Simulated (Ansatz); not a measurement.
# A single-point run on SrYN2F6

The system is SrYN2F6, a structure type of another compound, with these elements put in. Wanted, at the geometry given: whether it is a metal or has a gap, how the charge is shared and how far the cell is from equilibrium.

Method: DFT, PBE, no spin polarisation, plane waves, PAW, in Ansatz 0.2.0.

## 1. Geometry

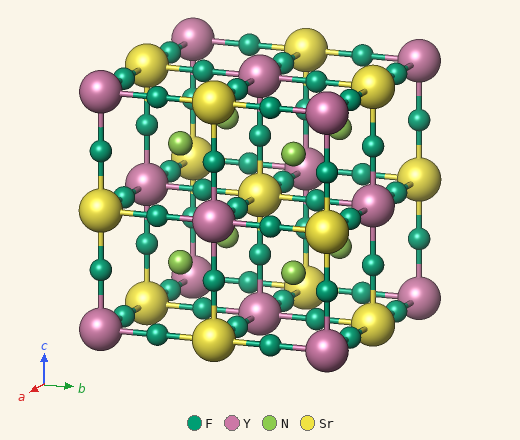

Viewed slightly off an axis; fluorine teal, yttrium pink, nitrogen green, strontium yellow. The cell drawn here is the conventional one.

The structure is cubic, space group Fm-3m (No. 225). The conventional cell has a = 8.007 Å, b = 8.007 Å, c = 8.007 Å, α = 90.00°, β = 90.00°, γ = 90.00°. Around F (site symmetry 4mm) lie 1 Y at 2.00 Å and 1 Sr at 2.00 Å. Y (site symmetry m-3m) has 6 F at 2.00 Å as nearest neighbours. N (site symmetry -43m) has 12 F at 2.83 Å as nearest neighbours. Around Sr (site symmetry m-3m) lie 6 F at 2.00 Å.

As a file:

```
CELL_PARAMETERS angstrom
0.00000 4.00348 4.00348
4.00348 0.00000 4.00348
4.00348 4.00348 0.00000
ATOMIC_POSITIONS crystal
F 0.75000 0.25000 0.25000
F 0.25000 0.75000 0.25000
F 0.25000 0.75000 0.75000
F 0.75000 0.25000 0.75000
F 0.25000 0.25000 0.75000
F 0.75000 0.75000 0.25000
Y 0.00000 0.00000 0.00000
N 0.25000 0.25000 0.25000
N 0.75000 0.75000 0.75000
Sr 0.50000 0.50000 0.50000
```

The cell carries a charge of -1 e on a uniform background.

The run starts from a saved solution of this cell (checkpoint.read), perhaps found on another mesh.

## 2. The run

input.yaml

```yaml
crystal:
  lattice:
    - [0.0, 4.003478, 4.003478]
    - [4.003478, 0.0, 4.003478]
    - [4.003478, 4.003478, 0.0]
  atoms:
    - { symbol: F, position: [0.75, 0.25, 0.25] }
    - { symbol: F, position: [0.25, 0.75, 0.25] }
    - { symbol: F, position: [0.25, 0.75, 0.75] }
    - { symbol: F, position: [0.75, 0.25, 0.75] }
    - { symbol: F, position: [0.25, 0.25, 0.75] }
    - { symbol: F, position: [0.75, 0.75, 0.25] }
    - { symbol: "Y", position: [0.0, 0.0, 0.0] }
    - { symbol: "N", position: [0.25, 0.25, 0.25] }
    - { symbol: "N", position: [0.75, 0.75, 0.75] }
    - { symbol: Sr, position: [0.5, 0.5, 0.5] }
  symmetry: { tolerance: 0.0003 }
kpoints:
  mp_grid: { grid: [6, 6, 6], shift: [0, 0, 0] }
  band_path:
    path:
      - [0.0, 0.0, 0.0]
      - [0.5, 0.0, 0.5]
      - [0.625, 0.25, 0.625]
      - [0.375, 0.375, 0.75]
      - [0.0, 0.0, 0.0]
      - [0.5, 0.5, 0.5]
      - [0.5, 0.25, 0.75]
      - [0.5, 0.0, 0.5]
    npoints: 8
magnetization:
  spin_polarized: false
scf:
  occupations: { method: methfessel_paxton, width: 0.0218 }
  lower_state_search: "off"
  max_iter: 200
hamiltonian:
  pseudopotentials: { kind: paw }
  xc: pbe
total_charge: -1
basis:
  ecutwfc: 420
  fft_grid_basis: typed
output:
  forces: true
  stress: true
  eigenvalues: true
  bader: true
  populations: true
  elf: true
  write_potential: true
  volumetric_format: npy
  dos:
    e_range: [-12, 8]
    de: 0.05
    projected: { site_lists: { F: [F], "N": ["N"], Sr: [Sr], "Y": ["Y"] } }
checkpoint:
  read: saved_state
```

Output:

```text
Warning: checkpoint.read: basis.xc_grid differs: saved 1, current 2 (points along each axis for each point of the dense box; where the key is left out runs that use forces, runs that use the stress, dielectric runs by a finite field, finite-displacement phonons, runs of phonons.displacement_patterns under a GGA or a meta-GGA, phonons by method: dfpt, dielectric runs by the response, runs on support functions, runs on PAW files under a meta-GGA or a hybrid on one, runs at kind: all_electron or under a hybrid on a GGA, runs under a text's formulas of a gradient, and runs on PAW files that evaluate rPW86 or Becke's exchange or LYP's correlation can take a finer level, which can go by the root key accuracy; a number is taken as typed: the saved number, typed, holds this deck to the state's level, where the deck is accepted there); the SCF iterates at this deck's level from the saved density; a trajectory continued from that state goes on on another energy surface; basis.xc_grid: 1, typed and accepted, keeps it on the saved one
Warning: RAYON_NUM_THREADS=1 ignored (pool sized by the plan → 1); use --threads N
Engine: ansatz 0.2.0, x86_64-unknown-linux-gnu
Pseudopotentials: kind: paw
Pseudopotential: F, paw, valence charge 7, recommended cutoff 420 eV (normal), F.paw.azcp
Pseudopotential: Y, paw, valence charge 11, recommended cutoff 420 eV (normal), Y.paw.azcp
Pseudopotential: N, paw, valence charge 5, recommended cutoff 420 eV (normal), N.paw.azcp
Pseudopotential: Sr, paw, valence charge 10, recommended cutoff 420 eV (normal), Sr.paw.azcp
Functional definition: PBE
  parameter kappa = 0.804
  parameter beta = 0.06672455060314922
  exchange = pbe_x(kappa = kappa, mu = beta*pi^2/3)
  correlation = pbe_c(beta = beta)
Crystal: 10 atoms, lattice volume = 128.334 Å³
Basis set: ecut = 420 eV, 2565 PW (Γ), exchange–correlation on 80×80×80 points (8 copies of the dense FFT grid, shifted against one another)
Bands: 47, of which v1, the nominal top of the filled ones, is band 37 counted from 1 (36 counted from 0)
Symmetry: 48 space group operations
Space group: Fm-3m (ITA 225), of the structure as read, at distance tolerance 1.5e-3 Å
k-points: 16 of 216
Non-local potential: F, projectors of the file, l = 0: 2, l = 1: 2, l = 2: 1
Non-local potential: Y, projectors of the file, l = 0: 3, l = 1: 2, l = 2: 2, l = 3: 1
Non-local potential: N, projectors of the file, l = 0: 2, l = 1: 2, l = 2: 1
Non-local potential: Sr, projectors of the file, l = 0: 3, l = 1: 2, l = 2: 2
PAW form: soft (Blöchl's): semilocal exchange-correlation on the pseudo side does not see the compensation charge
PAW one-centre angular grid: F, 110 points (default); XC on 64 Gauss nodes
PAW one-centre angular grid: Y, 590 points (default); XC on 64 Gauss nodes
PAW one-centre angular grid: N, 110 points (default); XC on 64 Gauss nodes
PAW one-centre angular grid: Sr, 110 points (default); XC on 64 Gauss nodes
Initial density: read from a saved state, or passed on in memory by an earlier SCF of this step, an earlier step, the calling program or the single point that the run made first
Initial wavefunctions: pseudopotential atomic-orbital guess
Functional: x = pbe(κ = 0.804, μ = 0.2195149727645171), c = pbe(β = 0.06672455060314922)
iter 1 solved again at ethr=2.10e-6 eV; its pass at ethr=3.10e-3 eV (dr2=1.56e-3 eV) is discarded
SCF iter   1: F=—  HF=-12995.933186 eV  |F-HF|=—  |Δ(HF+E_count)|=         —  Δρ=1.04e-3  dr2=1.08e-3  ethr=2.10e-6  ⟨swp⟩=3.2  Hψ=5302  notcnv=0
preconditioner: auto → LDOS  [metal: Δε(μ)=0.005 eV  Ē_g=15.600 eV  σ=0.022 eV  W_gap=0.20  n_scr=26 (ndim 8)  ℏωp=27.4 eV  f_vac=0.024  D(μ)=20.16/eV (n_scr^D=330)  β→1.0]
SCF iter   2: F=—  HF=-12995.934646 eV  |F-HF|=—  |Δ(HF+E_count)|=   1.46e-3  S|Δr|=    0.00e0  Δρ=6.05e-4  dr2=6.83e-4  ethr=1.46e-6  ⟨swp⟩=2.0  Hψ=949  notcnv=0
SCF iter   3: F=—  HF=-12995.934536 eV  |F-HF|=—  |Δ(HF+E_count)|=   1.10e-4  S|Δr|=    0.00e0  Δρ=3.32e-4  dr2=2.33e-4  ethr=9.23e-7  ⟨swp⟩=1.0  Hψ=752  notcnv=0
SCF iter   4: F=—  HF=-12995.934481 eV  |F-HF|=—  |Δ(HF+E_count)|=   5.52e-5  S|Δr|=    0.00e0  Δρ=2.02e-4  dr2=3.42e-5  ethr=3.15e-7  ⟨swp⟩=2.1  Hψ=1088  notcnv=0
SCF iter   5: F=—  HF=-12995.934415 eV  |F-HF|=—  |Δ(HF+E_count)|=   6.57e-5  S|Δr|=    0.00e0  Δρ=3.12e-5  dr2=1.29e-6  ethr=4.63e-8  ⟨swp⟩=2.0  Hψ=1146  notcnv=0
SCF iter   6: F=—  HF=-12995.934416 eV  |F-HF|=—  |Δ(HF+E_count)|=   4.23e-7  S|Δr|=    0.00e0  Δρ=8.25e-6  dr2=1.01e-7  ethr=1.74e-9  ⟨swp⟩=2.0  Hψ=1340  notcnv=0
SCF iter   7: F=-12995.934416 eV  HF=-12995.934416 eV  |F-HF|=7.41e-9  |Δ(HF+E_count)|=   7.44e-8  S|Δr|=    0.00e0  Δρ=2.63e-6  dr2=9.84e-9  ethr=1.35e-10  ⟨swp⟩=10.8  Hψ=5184  notcnv=0
SCF 1 converged in 7 iterations: F = -12995.934416 eV  dr2 = 9.84e-9
NSCF: frozen V_eff on 57 k-points
SCF converged after 7 iterations
Stability not checked: this state was not tested for a lower state beside it, because cold or Methfessel-Paxton smearing, or corrected tetrahedra, fill the levels in a way that the test cannot read (fill_not_monotonic; see scf.lower_state_search)
Free energy (F): -12995.934416 eV
Harris-Foulkes:  -12995.934416 eV  (|F-HF|=7.41e-9)
Internal energy: -12995.935122 eV  (E = F + TS)
E sigma→0 (E₀):  -12995.934592 eV
Entropy (-TS):   0.000706 eV (0.071 meV/atom)
Fermi energy:    4.874890 eV
Step filling:    the computed levels leave a gap of 0.0038 eV = 0.2 smearing widths at the electron count; against every level under it full and every level over it empty, smearing changes F+E_penalty+E_count by +0.203 meV and its σ→0 estimate by +0.026 meV
--- Per-component energies (eV) ---
  E_band       = -406.996495
  E_kinetic    = 2091.027400
  E_local      = -5488.443564  (includes V_loc(G=0)·N_el)
  E_nonlocal   = 801.116781
  E_hartree    = 1932.970050
  E_xc         = -958.579103
  E_vxc        = -1144.070348  (∫ρ·V_xc dr)
  E_paw        = -6981.055641  (= ΣΔE_a)
  E_vpaw       = -532.584174  (= ΣTr[D̂ρ^β])
  E_aug_tail   = 0.012775  (compensation charges beyond the density's cutoff)
  E_ewald      = -4392.983818
  E_smearing   = 0.000706  (= −TS)
  E_closure    = 0.000000  (closes the sum)
  E_deformation_potential = -14.258632  (in the stress; not in F)
  Σ components = -12995.934416   (vs F -12995.934416, Δ=0.00e0)
--- Forces (eV/Å), atoms counted from 1 ---
  atom   1  F     -2.57966221    -0.00000000    -0.00000000
  atom   2  F      0.00000000    -2.57966221     0.00000000
  atom   3  F      2.57966221     0.00000000    -0.00000000
  atom   4  F     -0.00000000     2.57966221     0.00000000
  atom   5  F      0.00000000    -0.00000000    -2.57966221
  atom   6  F      0.00000000     0.00000000     2.57966221
  atom   7  Y     -0.00000000     0.00000000    -0.00000000
  atom   8  N      0.00000000    -0.00000000     0.00000000
  atom   9  N      0.00000000     0.00000000     0.00000000
  atom  10  Sr     0.00000000    -0.00000000    -0.00000000
  max |Σ_I F_I| component: 4.44e-16 eV/Å
--- Stress (GPa, compression-positive) ---
       43.341978      -0.000000       0.000000
       -0.000000      43.341978       0.000000
       -0.000000       0.000000      43.341978
  P = ⅓ Tr σ = 43.3420 GPa (433.420 kbar)
--- Band table (eV; the first three rows and the last of 16) ---
  k-point 0: bands = ["-34.1572", "-25.1569", "-18.6495", "-18.6495", "-18.6495", "-17.5216", "-17.5216", "-16.8989", "-13.5314", "-13.5314", "-13.5314", "-6.9802", "-6.9185", "-6.9039", "-6.9039", "-6.9039", "-0.4456", "-0.4456", "-0.4042", "-0.4042", "-0.4042", "0.8760", "1.2428", "1.2428", "1.2428", "1.6348", "1.6348", "1.6348", "2.2705", "2.2705", "2.2705", "3.5313", "3.5313", "3.5313", "5.0869", "5.0869", "5.0869", "5.1255", "5.1255", "5.1255", "12.1423", "12.1423", "12.1423", "12.7842", "15.6922", "15.6922", "16.2573"]
  k-point 1: bands = ["-34.1571", "-25.1593", "-18.6102", "-18.6102", "-18.5638", "-17.5945", "-17.5945", "-17.0603", "-13.4560", "-13.4560", "-13.4029", "-7.0556", "-7.0283", "-7.0283", "-6.9541", "-6.9240", "-0.2942", "-0.2942", "-0.2096", "-0.1651", "-0.1651", "1.0387", "1.2216", "1.2216", "1.2540", "1.5687", "1.5687", "1.6745", "2.2123", "2.2123", "2.2258", "3.2850", "3.2850", "3.3639", "4.9479", "4.9553", "5.0587", "5.0587", "5.0879", "5.0879", "12.2807", "12.2807", "12.2992", "13.1282", "15.9461", "15.9461", "15.9842"]
  k-point 2: bands = ["-34.1568", "-25.1640", "-18.5129", "-18.5129", "-18.3251", "-17.7559", "-17.7559", "-17.4336", "-13.3045", "-13.3045", "-13.1576", "-7.2692", "-7.2692", "-7.2509", "-6.9973", "-6.9460", "0.0147", "0.0147", "0.2679", "0.5366", "0.5366", "0.9568", "0.9568", "1.0986", "1.5771", "1.6133", "1.6133", "1.7859", "2.0339", "2.0339", "2.1047", "2.6599", "2.6599", "2.9291", "4.6203", "4.6516", "5.0039", "5.0039", "5.0178", "5.0178", "12.5839", "12.5839", "12.6064", "14.0138", "15.7058", "15.8374", "15.8374"]
  k-point 15: bands = ["-34.1566", "-25.1613", "-18.6743", "-18.6665", "-18.4635", "-17.7038", "-17.4124", "-17.1221", "-13.5100", "-13.5018", "-13.2500", "-7.2486", "-7.1510", "-7.0918", "-6.8678", "-6.8091", "-0.1716", "-0.0671", "0.2755", "0.6149", "0.9206", "0.9349", "1.1404", "1.2042", "1.2251", "1.2409", "1.4117", "1.4407", "1.4487", "1.8104", "2.1441", "2.7893", "3.5698", "3.5731", "4.4090", "4.6883", "4.7063", "4.8340", "4.8370", "4.8769", "12.4891", "12.7838", "12.8628", "15.5270", "15.6373", "15.8455", "15.8586"]
--- Löwdin populations: 10 sites ---
  site symbol       q [e]
     0      F      7.5293
     1      F      7.5293
     2      F      7.5293
     3      F      7.5293
     4      F      7.5293
     5      F      7.5293
     6      Y      9.9634
     7      N      5.1522
     8      N      5.1522
     9     Sr      8.2253
  spilling = 0.004474 (of n_electrons = 74.000000)
--- Bader charges: 10 sites ---
  site symbol  charge [e]  shift [e]
     0      F     -0.7542     0.0007
     1      F     -0.7542     0.0007
     2      F     -0.7542     0.0007
     3      F     -0.7542     0.0007
     4      F     -0.7542     0.0007
     5      F     -0.7542     0.0007
     6      Y      2.2589     0.0017
     7      N     -0.1684     0.0000
     8      N     -0.1684     0.0000
     9     Sr      1.6030     0.0025
  estimated error of the sums over rays = 1.9e-4 e
```

Run time: 68 s. Hardware: 1 thread of an x86-64 CPU, shared host; peak memory 0.55 GiB.

## 3. Forces

The largest forces, with each atom's nearest neighbour:

| atom | force (eV/Å) | nearest | distance (Å) | direction |
| --- | --- | --- | --- | --- |
| F2 | 2.580 | Y7 | 2.00 | (others are as near) |
| F3 | 2.580 | Y7 | 2.00 | (others are as near) |
| F5 | 2.580 | Y7 | 2.00 | (others are as near) |
| F1 | 2.580 | Y7 | 2.00 | (others are as near) |
| F4 | 2.580 | Y7 | 2.00 | (others are as near) |
| F6 | 2.580 | Y7 | 2.00 | (others are as near) |

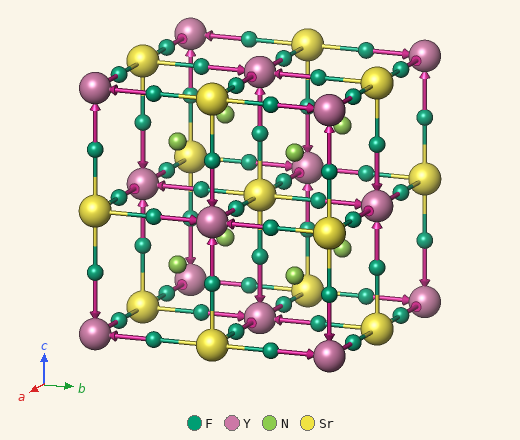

Forces as arrows; the longest is 2.58 eV/Å.

## 4. The band path (bands.tsv)

Levels near the Fermi level at the path's corners (eV):

```csv
point,band 37,band 38,band 39,band 40
Γ,0.21,0.25,0.25,0.25
X,-0.06,-0.06,0.03,0.03
U,-0.16,-0.09,-0.02,0.06
K,-0.16,-0.09,-0.02,0.06
Γ,0.21,0.25,0.25,0.25
L,0.10,0.10,0.11,0.11
W,-0.11,-0.10,-0.02,-0.02
X,-0.06,-0.06,0.03,0.03
```

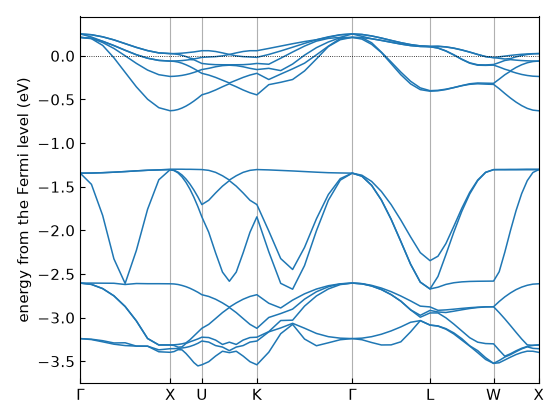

Bands along the path (those far from the Fermi level are not drawn).

## 5. States by energy

States per cell by energy window, from dos.tsv and pdos.tsv (tetrahedra; eV from the Fermi level):

```
from    to  total   F p   N p
-4.5  -4.0   4.79  4.10  0.17
-4.0  -3.5   6.49  5.84  0.29
-3.5  -3.0   8.88  8.45  0.14
-3.0  -2.5   4.40  4.27  0.03
-2.5  -2.0   1.98  1.52  0.02
-2.0  -1.5   2.12  1.66  0.02
-1.5  -1.0   1.72  1.36  0.01
-1.0  -0.5   0.04  0.00  0.04
-0.5   0.0   5.41  0.33  4.98
 0.0   0.5   6.54  0.61  5.92
 0.5   1.0   0.00  0.00  0.00
 1.0   1.5   0.00  0.00  0.00
 1.5   2.0   0.00  0.00  0.00
 2.0   2.5   0.00  0.00  0.00
 2.5   3.0   0.00  0.00  0.00
 3.0   3.5   0.00  0.00  0.00
```

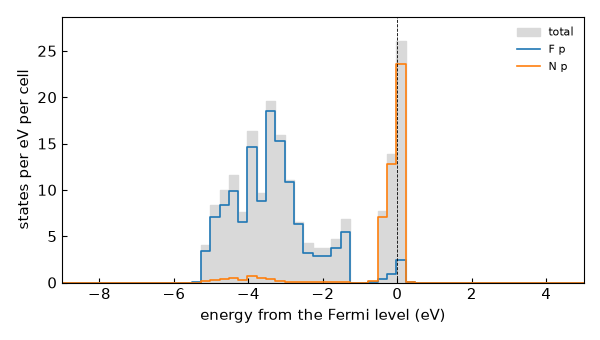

Total and projected density of states, in bins of 0.25 eV.

## 6. Atomic charges

By element, from the tables in the log (a charge is positive for electrons lost): Löwdin charges also hold the electrons that the projection spills.

| element | atoms | Bader charge (e) | Bader volume (Å³) | Löwdin charge (e) |
| --- | --- | --- | --- | --- |
| F | 6 | -0.75 | 12.1 | -0.53 |
| Y | 1 | +2.26 | 10.2 | +1.04 |
| N | 2 | -0.17 | 17.0 | -0.15 |
| Sr | 1 | +1.60 | 11.3 | +1.77 |

Löwdin charges rest on a small set of atomic orbitals that misses 0.4 % of the electrons, so they need not add up to the cell's charge and can differ from Bader's even in sign.

## 7. Real-space fields

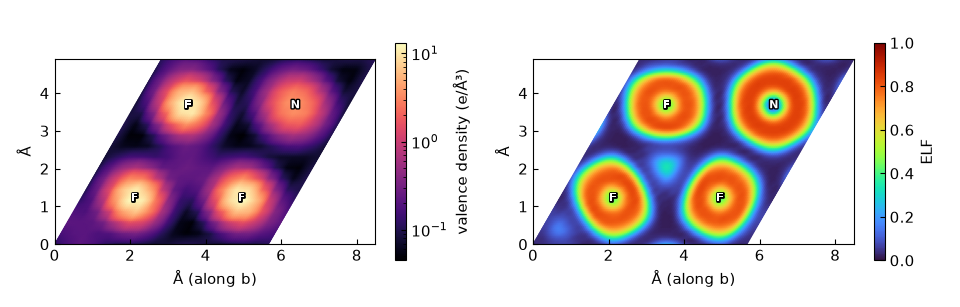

Valence density (left, log scale) and ELF (right) in the plane spanned by b and c at height 0.750 along a (axes of the input's cell); atoms within 0.2 Å are lettered. These are the smooth PAW fields, not the true ones near the nuclei.

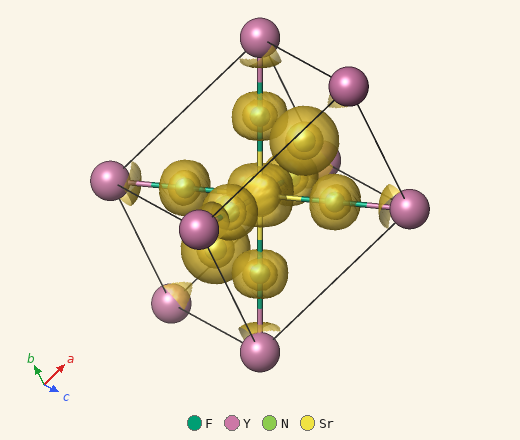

Surface of ELF = 0.78 in one cell.

At the density minimum on some short contacts:

```
contact  length (Å)  minimum at (fraction)  density (e/Å³)   ELF
  F1–Y7       2.002                   0.47           0.728  0.17
F1–Sr10       2.002                   0.45           0.714  0.15
  N8–F1       2.831                   0.50           0.077  0.04
```

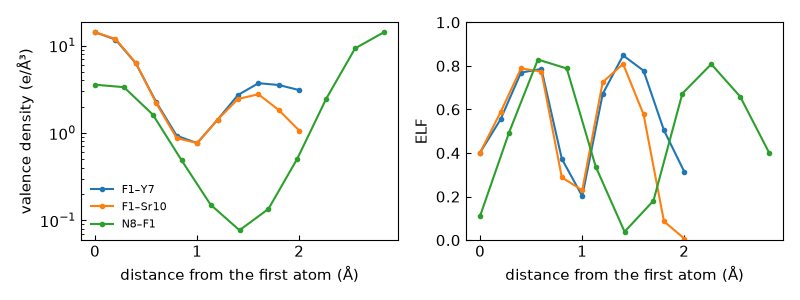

Smooth valence density and ELF along the contacts, at tenths of each length.

## 8. Summary of results

| quantity | value |
| --- | --- |
| largest force | 2.580 eV/Å on F |
| character | metal |
| density of states, mean within 0.25 eV of the Fermi level | 20 per eV per cell |
| Bader charges | F -0.75, Y +2.26, N -0.17, Sr +1.60 e |

**Reading.** It is a metal; within 0.25 eV of the Fermi level the density of states averages 20 per eV per cell, mostly N p (91 %). Forces reach 2.6 eV/Å, so the geometry is far from rest and the levels are not those of the relaxed cell. With forces up to 2.58 eV/Å (on F), a relaxation would move the atoms. By Bader's partition Y gives up most (+2.26 e) and F takes most (-0.75 e).

Keep in mind: many states at the Fermi level without spin polarisation, so a magnetic state may lie lower; charged cell with a uniform background.
